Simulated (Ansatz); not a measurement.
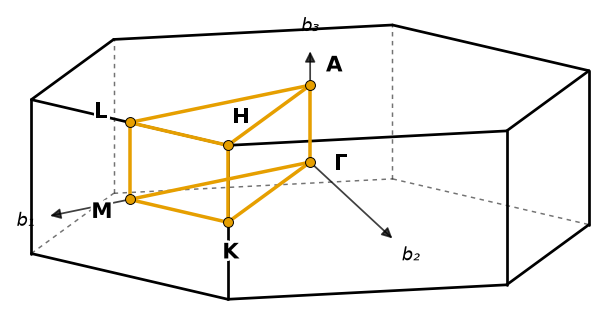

For AgB4Au, the end point of a relaxation with Ansatz, DFT PBE, scalar-relativistic, plane waves, PAW; the starting structure was generated, so it need not be a known form of this composition: the figure shows the first Brillouin zone with its special points and a band path. All values are computed from the atomic coordinates in the standard setting (tolerance 0.002 Å).

Labels and path follow the convention of Hinuma et al. (2017), as computed by seekpath; the arrows show the directions of the reciprocal primitive vectors b₁, b₂, b₃.

What lattice type do the shape and the labels point to?

Answer. A primitive hexagonal lattice (hP; extended symbol hP2). The zone is a hexagonal prism in its combinatorial type: 8 faces (6 with 4 edges, 2 with 6 edges), 18 edges, 12 vertices.

Write the standard path through the labelled points.

Answer. Γ–M–K–Γ–A–L–H–A | L–M | H–K
